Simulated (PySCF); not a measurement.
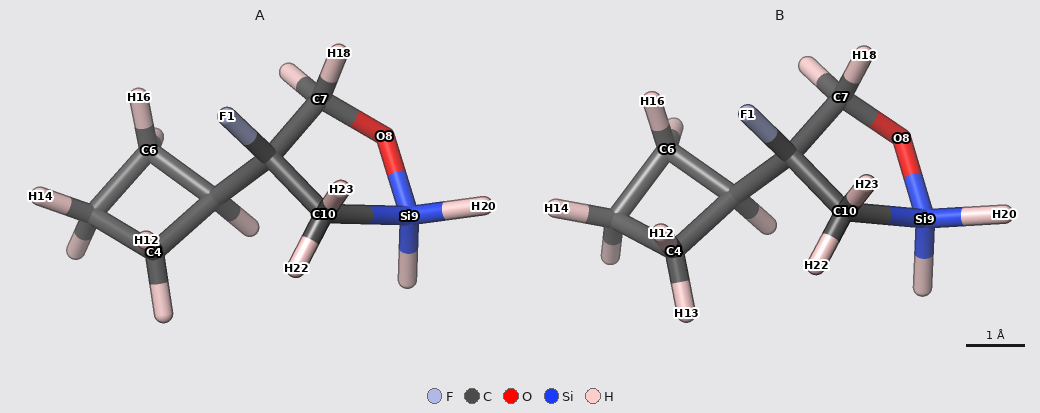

Two geometries of C7H13FOSi, drawn at one scale. One is the start of a relaxation, the other its converged end. Style: stick. Shown at a tilt.

Computed with PBE0-D3(BJ)/def2-SVP geometry optimisation, gas phase (PySCF 2.14.0, density-fitted response routines). 

> Which of the two is the end point?

Structure B is the relaxed one. The start comes from GFN2-xTB. An H atom moves most after the best rigid fit: 0.33 Å. By element the largest moves are H 0.33 Å, C 0.13 Å, O 0.13 Å, Si 0.10 Å, F 0.05 Å. Near-neighbour distances that change, for instance: O–Si 1.636 → 1.687 Å, H–Si 1.458 → 1.492 Å, C–Si 1.903 → 1.887 Å, C–H 1.088 → 1.100 Å. Among the angles between lasting bonds that change: H–Si–H 114.4° → 108.5°, C–O–Si 115.0° → 111.9°. The energy falls by 13.7 kJ/mol in 8 geometry steps. Cost: 4 min on 1 thread of Arm Neoverse V1 (shared host).
